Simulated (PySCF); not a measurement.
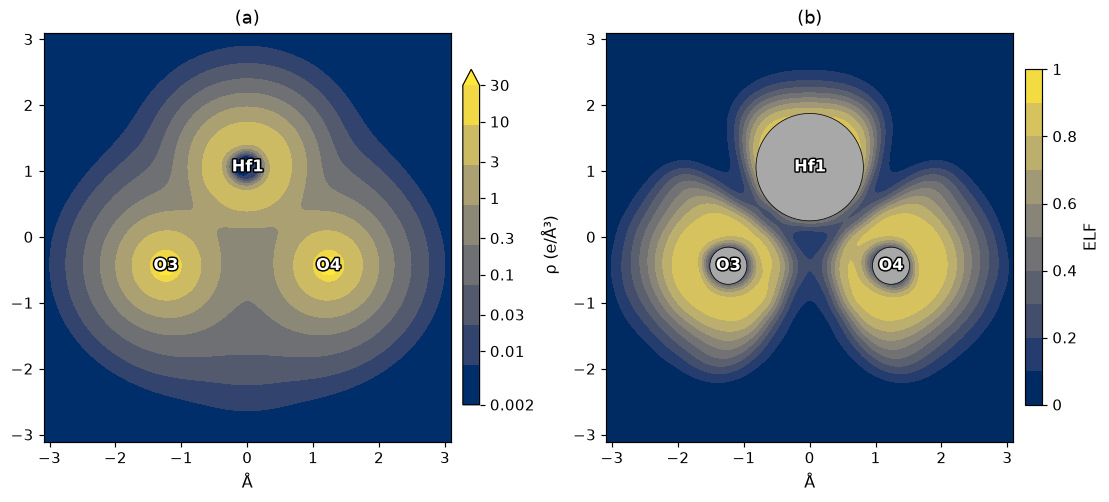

Hf2O3 (charge +2). (a) electron density; (b) electron localisation function on the plane of atoms O3, Hf1 and O4. Grey discs cover the atomic cores in the ELF map.

Core potentials replace the inner electrons of Hf.

Method: PySCF 2.14.0, RKS PBE0, Hf def2-SVP with ECP60, O def2-SVP; non-relativistic Hamiltonian with scalar-relativistic core potentials where named; density fitting.

```yaml
atoms:
  - { symbol: Hf, position_ang: [0.0000, 0.0000, 1.3157] }
  - { symbol: Hf, position_ang: [0.0000, 0.0000, -1.3157] }
  - { symbol: O, position_ang: [1.4253, 0.0000, 0.0000] }
  - { symbol: O, position_ang: [-0.7126, 1.2343, 0.0000] }
  - { symbol: O, position_ang: [-0.7127, -1.2343, 0.0000] }
```

### Interpret the plot.

Atoms in the plane: Hf and O.
Hf–O (1.94 Å): ρ at the midpoint is about 0.96 e/Å³; the ELF peaks at about 0.80 in the valence shell of O, 0.6 Å from its nucleus, and drops to about 0.25 between the two atoms.
